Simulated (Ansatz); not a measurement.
## WH6ClO: geometry relaxation (part 1 of 2)

WH6ClO, multiplicity 2, computed with UKS PBE0/def2-SVP (Ansatz 0.2.0).

The input holds or restrains some coordinates. It belongs to a series of runs on one base structure; here: pulled along the bonds that form and break, towards end B. Figures and captions count atoms from 1; the log counts them from 0 in places.

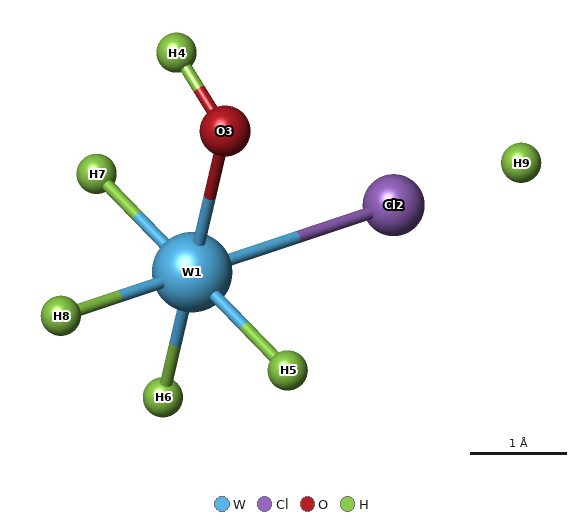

Figure 1. The structure as given in the input (ball-and-stick view, seen at a tilt; atoms are numbered from 1 in the order of the input). Sticks mark near contacts.

Key numbers:

- outcome: converged under the restraints of the input
- total energy: −16479.4052 eV
- mean-field energy: −16479.4052 eV
- ⟨S²⟩: 0.756
- largest force (length of the vector) at the end, held atoms and coordinates included: 1.280 eV/Å
- hardware: 4 threads of Arm Neoverse V2, 24 GiB of memory available, shared host
- wall time: 45 s (CPU time 2.8 min)
- peak memory: 0.27 GiB

Input:
```yaml
crystal:
  periodic: [false, false, false]
  atoms:
    - { symbol: W, position_ang: [0.0, 0.0, 0.0] }
    - { symbol: Cl, position_ang: [0.0, 0.0, 2.64] }
    - { symbol: O, position_ang: [1.94, 0.0, 0.0] }
    - { symbol: H, position_ang: [2.2771, -0.9519, -0.0197] }
    - { symbol: H, position_ang: [0.0, 1.72, 0.0] }
    - { symbol: H, position_ang: [-1.72, 0.0, 0.0] }
    - { symbol: H, position_ang: [0.0, -1.72, 0.0] }
    - { symbol: H, position_ang: [0.0, 0.0, -1.72] }
    - { symbol: H, position_ang: [0.0, 0.0, 4.31] }
magnetization:
  spin_polarized: true
  initial_magnetization: 1
basis:
  gaussian: { orbitals: def2-SVP }
hamiltonian:
  xc: pbe0
relax:
  f_tol: 0.15
  max_steps: 25
  restrain:
    - { distance: [1, 8], at: 1.37, k: 30.0 }
    - { distance: [0, 1], at: 3.59, k: 30.0 }
output:
  orbitals: {}
```

Command:
```bash
ansatz run input.yaml --threads 4 --pin off --max-ram 5120MiB --backend cpu --events-out ev --progress --plain --runs-dir out
```

Output:
```
The last accepted step is kept in [file] (removed where the run ends without a failure and the disk answers)
Engine: ansatz 0.2.0, aarch64-unknown-linux-gnu
Functional definition: PBE0
  parameter a = 0.25
  parameter kappa = 0.804
  parameter beta = 0.06672455060314922
  exchange = (1 - a)*pbe_x(kappa = kappa, mu = beta*pi^2/3) + a*exact_x
  correlation = pbe_c(beta = beta)
995 factors; integrals over basis functions are off by at most 5.1e-4 eV
mean field evaluation 1: about -16469.3984 eV, gradient 3.4e1 eV
mean field evaluation 2: about -16373.5206 eV, gradient 1.3e2 eV
mean field evaluation 4: about -16474.4016 eV, gradient 6.3e0 eV
mean field evaluation 8: about -16474.6451 eV, gradient 7.2e-1 eV
mean field evaluation 16: about -16474.6552 eV, gradient 4.3e-2 eV
mean field evaluation 32: about -16474.6556 eV, gradient 5.9e-5 eV
mean field -16474.65563506 eV, -605.4324276656 hartree, gradient 1.1e-5 eV, S^2 0.819456; 6 other end points of the search recorded, 0 dependent functions left out
the calculation of the forces begins
reference -16474.65568526 eV, -605.4324295107 hartree; 23, 22 occupied and 71, 72 virtual orbitals, 995 factors
relax step   1: F+E_penalty+E_count = -16474.65563506 eV  Δ(F+E_penalty+E_count) = +0.000e0 eV  max|allowed force component| = 5.063e0 eV/Å  E_restraint = 14.88750000 eV  max|allowed force component, restraints' pulls added| = 4.256e1 eV/Å  Δτ_max = 0.0000 Å  (106 SCF iters, accepted)
  distance Cl 1 - H 8 = 1.6700 Å
  distance W 0 - Cl 1 = 2.6400 Å
these checks for a lower state are left out or cut short: starts, cluster_reference, orbital_swaps, neighbouring_geometries, increment
995 factors; integrals over basis functions are off by at most 8.8e-4 eV
mean field evaluation 64: about -16476.0540 eV, gradient 2.1e-5 eV
mean field -16476.05402039 eV, -605.4838173788 hartree, gradient 2.1e-5 eV, S^2 0.775345; 0 other end points of the search recorded, 0 dependent functions left out
[... from here on the field's lines of each further geometry are left out, up to the last ...]
relax step   2: F+E_penalty+E_count = -16476.05402039 eV  Δ(F+E_penalty+E_count) = -1.398e0 eV  max|allowed force component| = 3.623e0 eV/Å  E_restraint = 5.72738051 eV  max|allowed force component, restraints' pulls added| = 2.415e1 eV/Å  Δτ_max = 0.1913 Å  (68 SCF iters, accepted)
relax step   3: F+E_penalty+E_count = -16476.91006137 eV  Δ(F+E_penalty+E_count) = -8.560e-1 eV  max|allowed force component| = 4.836e0 eV/Å  E_restraint = 1.05836187 eV  max|allowed force component, restraints' pulls added| = 4.925e0 eV/Å  Δτ_max = 0.1948 Å  (59 SCF iters, accepted)
relax step   4: F+E_penalty+E_count = -16477.84308673 eV  Δ(F+E_penalty+E_count) = -9.330e-1 eV  max|allowed force component| = 3.187e0 eV/Å  E_restraint = 0.07905649 eV  max|allowed force component, restraints' pulls added| = 3.187e0 eV/Å  Δτ_max = 0.1947 Å  (47 SCF iters, accepted)
relax step   5: F+E_penalty+E_count = -16478.65586065 eV  Δ(F+E_penalty+E_count) = -8.128e-1 eV  max|allowed force component| = 1.117e0 eV/Å  E_restraint = 0.05659986 eV  max|allowed force component, restraints' pulls added| = 1.527e0 eV/Å  Δτ_max = 0.1945 Å  (45 SCF iters, accepted)
relax step   6: F+E_penalty+E_count = -16478.95187722 eV  Δ(F+E_penalty+E_count) = -2.960e-1 eV  max|allowed force component| = 1.367e0 eV/Å  E_restraint = 0.02750299 eV  max|allowed force component, restraints' pulls added| = 6.722e-1 eV/Å  Δτ_max = 0.1937 Å  (44 SCF iters, accepted)
relax step   7: F+E_penalty+E_count = -16479.08931115 eV  Δ(F+E_penalty+E_count) = -1.374e-1 eV  max|allowed force component| = 1.350e0 eV/Å  E_restraint = 0.02452899 eV  max|allowed force component, restraints' pulls added| = 6.846e-1 eV/Å  Δτ_max = 0.1999 Å  (42 SCF iters, accepted)
relax step   8: F+E_penalty+E_count = -16479.17086936 eV  Δ(F+E_penalty+E_count) = -8.156e-2 eV  max|allowed force component| = 1.474e0 eV/Å  E_restraint = 0.01419987 eV  max|allowed force component, restraints' pulls added| = 5.330e-1 eV/Å  Δτ_max = 0.1951 Å  (41 SCF iters, accepted)
relax step   9: F+E_penalty+E_count = -16479.25741311 eV  Δ(F+E_penalty+E_count) = -8.654e-2 eV  max|allowed force component| = 1.391e0 eV/Å  E_restraint = 0.01559908 eV  max|allowed force component, restraints' pulls added| = 4.129e-1 eV/Å  Δτ_max = 0.1996 Å  (38 SCF iters, accepted)
relax step  10: F+E_penalty+E_count = -16479.28968373 eV  Δ(F+E_penalty+E_count) = -3.227e-2 eV  max|allowed force component| = 1.245e0 eV/Å  E_restraint = 0.01969682 eV  max|allowed force component, restraints' pulls added| = 3.612e-1 eV/Å  Δτ_max = 0.1983 Å  (36 SCF iters, accepted)
relax step  11: F+E_penalty+E_count = -16479.32523706 eV  Δ(F+E_penalty+E_count) = -3.555e-2 eV  max|allowed force component| = 1.173e0 eV/Å  E_restraint = 0.02173723 eV  max|allowed force component, restraints' pulls added| = 2.055e-1 eV/Å  Δτ_max = 0.1260 Å  (36 SCF iters, accepted)
relax step  12: F+E_penalty+E_count = -16479.35399486 eV  Δ(F+E_penalty+E_count) = -2.876e-2 eV  max|allowed force component| = 1.048e0 eV/Å  E_restraint = 0.02318492 eV  max|allowed force component, restraints' pulls added| = 7.941e-2 eV/Å  Δτ_max = 0.1827 Å  (37 SCF iters, accepted)
relax step  13: F+E_penalty+E_count = -16479.33362149 eV  Δ(F+E_penalty+E_count) = +2.037e-2 eV  max|allowed force component| = 1.314e0 eV/Å  E_restraint = 0.00775454 eV  max|allowed force component, restraints' pulls added| = 9.420e-1 eV/Å  Δτ_max = 0.1998 Å  (37 SCF iters, rejected (line search))
relax step  14: F+E_penalty+E_count = -16479.35720592 eV  Δ(F+E_penalty+E_count) = -3.211e-3 eV  max|allowed force component| = 1.159e0 eV/Å  E_restraint = 0.01743106 eV  max|allowed force component, restraints' pulls added| = 2.828e-1 eV/Å  Δτ_max = 0.0962 Å  (36 SCF iters, accepted)
relax step  15: F+E_penalty+E_count = -16479.35747326 eV  Δ(F+E_penalty+E_count) = -2.673e-4 eV  max|allowed force component| = 1.233e0 eV/Å  E_restraint = 0.01196794 eV  max|allowed force component, restraints' pulls added| = 5.310e-1 eV/Å  Δτ_max = 0.0961 Å  (35 SCF iters, accepted)
relax step  16: F+E_penalty+E_count = -16479.37041582 eV  Δ(F+E_penalty+E_count) = -1.294e-2 eV  max|allowed force component| = 1.201e0 eV/Å  E_restraint = 0.01418647 eV  max|allowed force component, restraints' pulls added| = 4.202e-1 eV/Å  Δτ_max = 0.1327 Å  (36 SCF iters, accepted)
relax step  17: F+E_penalty+E_count = -16479.35068803 eV  Δ(F+E_penalty+E_count) = +1.973e-2 eV  max|allowed force component| = 1.384e0 eV/Å  E_restraint = 0.00502628 eV  max|allowed force component, restraints' pulls added| = 9.406e-1 eV/Å  Δτ_max = 0.1950 Å  (36 SCF iters, rejected (line search))
relax step  18: F+E_penalty+E_count = -16479.38752665 eV  Δ(F+E_penalty+E_count) = -1.711e-2 eV  max|allowed force component| = 1.079e0 eV/Å  E_restraint = 0.01996347 eV  max|allowed force component, restraints' pulls added| = 1.622e-1 eV/Å  Δτ_max = 0.0974 Å  (38 SCF iters, accepted)
relax step  19: F+E_penalty+E_count = -16479.39488745 eV  Δ(F+E_penalty+E_count) = -7.361e-3 eV  max|allowed force component| = 1.039e0 eV/Å  E_restraint = 0.02147561 eV  max|allowed force component, restraints' pulls added| = 1.022e-1 eV/Å  Δτ_max = 0.1000 Å  (37 SCF iters, accepted)
relax step  20: F+E_penalty+E_count = -16479.36467355 eV  Δ(F+E_penalty+E_count) = +3.021e-2 eV  max|allowed force component| = 1.353e0 eV/Å  E_restraint = 0.00354871 eV  max|allowed force component, restraints' pulls added| = 9.894e-1 eV/Å  Δτ_max = 0.1472 Å  (36 SCF iters, rejected (line search))
relax step  21: F+E_penalty+E_count = -16479.39148882 eV  Δ(F+E_penalty+E_count) = +3.399e-3 eV  max|allowed force component| = 1.102e0 eV/Å  E_restraint = 0.01583039 eV  max|allowed force component, restraints' pulls added| = 3.200e-1 eV/Å  Δτ_max = 0.0718 Å  (36 SCF iters, accepted)
relax step  22: F+E_penalty+E_count = -16479.39718848 eV  Δ(F+E_penalty+E_count) = -5.700e-3 eV  max|allowed force component| = 1.043e0 eV/Å  E_restraint = 0.01770295 eV  max|allowed force component, restraints' pulls added| = 2.375e-1 eV/Å  Δτ_max = 0.0725 Å  (36 SCF iters, accepted)
the calculation of the forces begins
reference -16479.40521930 eV, -605.6069716674 hartree; 23, 22 occupied and 71, 72 virtual orbitals, 995 factors
relax step  23: F+E_penalty+E_count = -16479.40517488 eV  Δ(F+E_penalty+E_count) = -7.986e-3 eV  max|allowed force component| = 9.254e-1 eV/Å  E_restraint = 0.02274374 eV  max|allowed force component, restraints' pulls added| = 7.885e-2 eV/Å  Δτ_max = 0.0719 Å  (37 SCF iters, accepted)
  distance Cl 1 - H 8 = 1.3312 Å
  distance W 0 - Cl 1 = 3.5933 Å
```

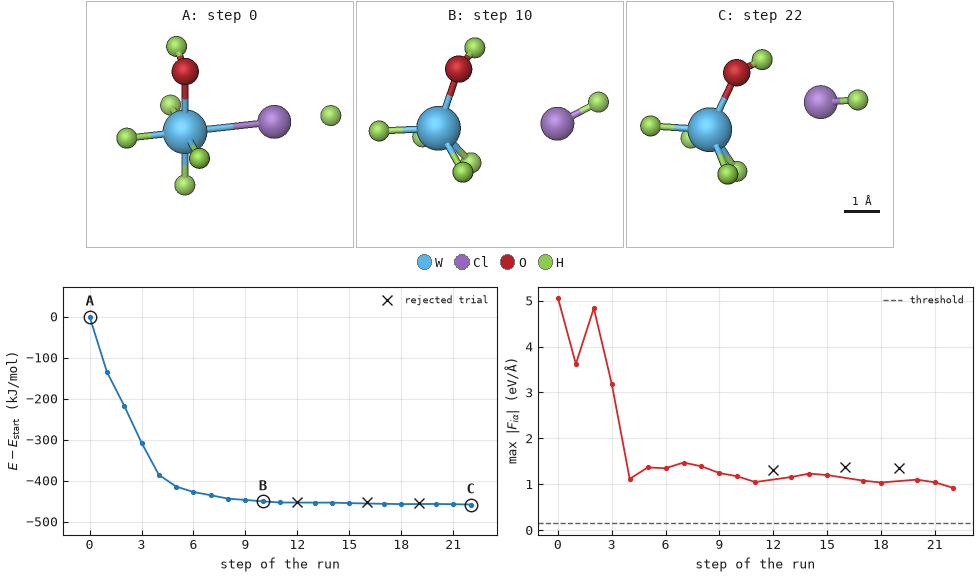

Figure 2. Frames of the restrained relaxation (ball-and-stick view, seen at a tilt) above the curves, on which the letters mark them (the first geometry is step 0 here and step 1 in the log).

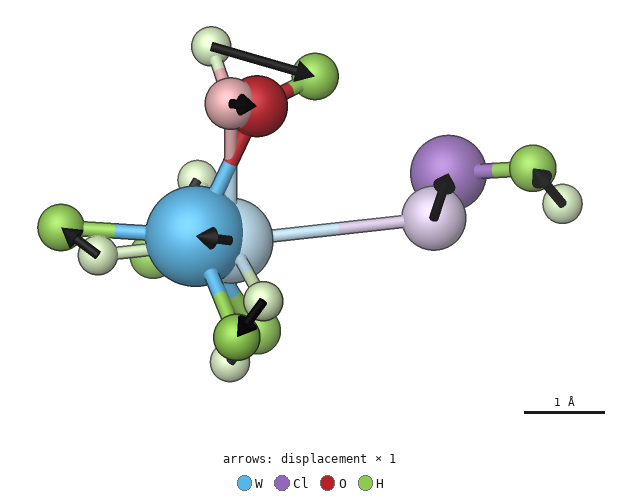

Figure 3. Start (faint) and end (solid) with the displacements as black arrows, at true length (ball-and-stick view, seen at a tilt). The two geometries are laid on each other by the best rigid fit. Over 22 geometry steps the energy falls by 458.3 kJ/mol. Largest force component: 5.1 eV/Å at the start, 0.93 eV/Å at the end. The line search rejected the trial steps at points 12, 16, 19 (counted from 0) and went back. H4 moves most after the best rigid fit: 1.36 Å. Largest moves by element: H 1.36 Å, Cl 0.86 Å, W 0.52 Å, O 0.38 Å. Among the contacts that change: W1–Cl2 2.640 → 3.593 Å, Cl2–H9 1.670 → 1.331 Å, W1–O3 1.940 → 1.857 Å, O3–H4 1.010 → 0.969 Å. Bonds break: W1–Cl2 (2.64 → 3.59 Å). Among the angles that change: H5–W1–H7 180.0° → 123.0°, O3–W1–H6 180.0° → 123.5°, H6–W1–H8 90.0° → 120.1°. (Atoms are counted from 1 in the order of the input.)

```
995 factors; integrals over basis functions are off by at most 1.1e-3 eV
mean field -16479.40517488 eV, -605.6069700349 hartree, gradient 9.5e-6 eV, S^2 0.755604; 1 other end points of the search recorded, 0 dependent functions left out
the calculation of the forces begins
reference -16479.40521930 eV, -605.6069716674 hartree; 23, 22 occupied and 71, 72 virtual orbitals, 995 factors
Total energy: -16479.40521930 eV, -605.6069716674 hartree
Atom 0 at     0.167294     0.111626    -0.476598 Å, force    -0.002996     0.010262    -0.126261 eV/Å
Atom 1 at     0.234440    -0.737235     3.014363 Å, force     0.432184     0.771428     0.925429 eV/Å
Atom 2 at     1.820681    -0.129319     0.333995 Å, force    -0.004590    -0.029091    -0.047690 eV/Å
Atom 3 at     1.918979    -0.565733     1.193177 Å, force     0.008830     0.027441     0.032489 eV/Å
Atom 4 at    -0.442233     1.697703    -0.318735 Å, force    -0.002363    -0.002071     0.009819 eV/Å
Atom 5 at    -1.289807     0.110347     0.364733 Å, force    -0.008065     0.001158     0.003959 eV/Å
Atom 6 at    -0.827041    -1.242709    -0.664973 Å, force     0.012784     0.031817     0.010586 eV/Å
Atom 7 at     0.208847    -0.361464    -2.107910 Å, force     0.005819     0.003938     0.004586 eV/Å
Atom 8 at     0.705939     0.164884     3.872250 Å, force    -0.441603    -0.814883    -0.812916 eV/Å
Dipole moment:     0.373719     0.053858     0.738319 e Å
```

Trajectory as extended XYZ (Å, eV, eV/Å), 23 frames, from step=1 to step=23:
```
9
Properties=species:S:1:pos:R:3:forces:R:3 step=1 energy=-16474.65563
W     0.0000    0.0000    0.0000    4.6063   1.3726  -1.2257
Cl    0.0000    0.0000    2.6400    0.0529  -0.0087   5.0635
O     1.9400    0.0000    0.0000   -1.1356  -2.4599   0.0697
H     2.2771   -0.9519   -0.0197   -0.0400   1.6213  -0.0168
H     0.0000    1.7200    0.0000   -1.3077   1.4227  -0.0619
H    -1.7200    0.0000    0.0000   -0.9048  -0.3598   0.0363
H     0.0000   -1.7200    0.0000   -1.0174  -1.5832  -0.0523
H     0.0000    0.0000   -1.7200   -0.1637  -0.0126   0.5572
H     0.0000    0.0000    4.3100   -0.0899   0.0076  -4.3700
9
Properties=species:S:1:pos:R:3:forces:R:3 step=2 energy=-16476.05402
W     0.0287    0.0096   -0.1450    3.6227   1.1207  -0.3845
Cl    0.0005    0.0000    2.8313    0.0005  -0.0154   3.5525
O     1.9355   -0.0128   -0.0011   -1.0273  -1.8362   0.0340
H     2.2789   -0.9457   -0.0200    0.1797   0.9945   0.1777
H    -0.0109    1.7321   -0.0016   -1.4344   0.8917   0.6808
H    -1.7253   -0.0030   -0.0010   -0.2275  -0.3263   0.6206
H    -0.0085   -1.7321   -0.0015   -1.1031  -0.7951   0.6398
H    -0.0010    0.0000   -1.7253    0.0082  -0.0444  -2.0163
H    -0.0008    0.0001    4.2744   -0.0190   0.0103  -3.3046
9
Properties=species:S:1:pos:R:3:forces:R:3 step=3 energy=-16476.91006
W     0.0815    0.0293   -0.3314    1.1518   0.6749   2.5562
Cl   -0.0080   -0.0030    3.0077   -0.0343  -0.0212  -0.1548
O     1.9278   -0.0350   -0.0012   -0.3455  -0.9352  -0.0328
H     2.2880   -0.9421   -0.0120    0.3430   0.2386   0.2903
H    -0.0470    1.7413    0.0300   -1.2255  -0.3200   0.6781
H    -1.7128   -0.0098    0.0253    0.9369  -0.1831   0.7115
H    -0.0361   -1.7315    0.0279   -0.8791   0.6823   0.5395
H     0.0034   -0.0018   -1.8225    0.0288  -0.1507  -4.8361
H     0.0004    0.0005    4.2865    0.0239   0.0143   0.2482
9
Properties=species:S:1:pos:R:3:forces:R:3 step=4 energy=-16477.84309
W     0.1229    0.0568   -0.4673   -0.3696   0.3588   2.3261
Cl   -0.0203   -0.0081    3.0769   -0.0348  -0.0171   0.8274
O     1.9334   -0.0644   -0.0097   -0.1129  -0.5384  -0.0777
H     2.3106   -0.9565    0.0107    0.3070  -0.0145   0.2978
H    -0.1434    1.7065    0.0809   -0.7449  -0.8465   0.1681
H    -1.6262   -0.0211    0.0825    1.3180  -0.0964   0.3837
H    -0.1047   -1.6566    0.0646   -0.4325   1.2885   0.0246
H     0.0222   -0.0105   -2.0161    0.0488  -0.1426  -3.1874
H     0.0027    0.0020    4.3877    0.0208   0.0083  -0.7627
9
Properties=species:S:1:pos:R:3:forces:R:3 step=5 energy=-16478.65586
W     0.1407    0.0897   -0.5225    0.0705   0.1616   0.8118
Cl   -0.0358   -0.0177    3.0855   -0.0284  -0.0129   0.8903
O     1.9393   -0.1083   -0.0185   -0.2144  -0.3992  -0.1146
H     2.3290   -0.9916    0.0647    0.1042   0.0693   0.2616
H    -0.2943    1.6280    0.1143   -0.4727  -0.4625  -0.0577
H    -1.4605   -0.0442    0.1816    0.7417  -0.0113   0.2923
H    -0.1938   -1.5002    0.0723   -0.2048   0.6720  -0.1396
H     0.0561   -0.0150   -2.1646   -0.0062  -0.0179  -1.1168
H     0.0165    0.0074    4.3976    0.0102   0.0007  -0.8273
```
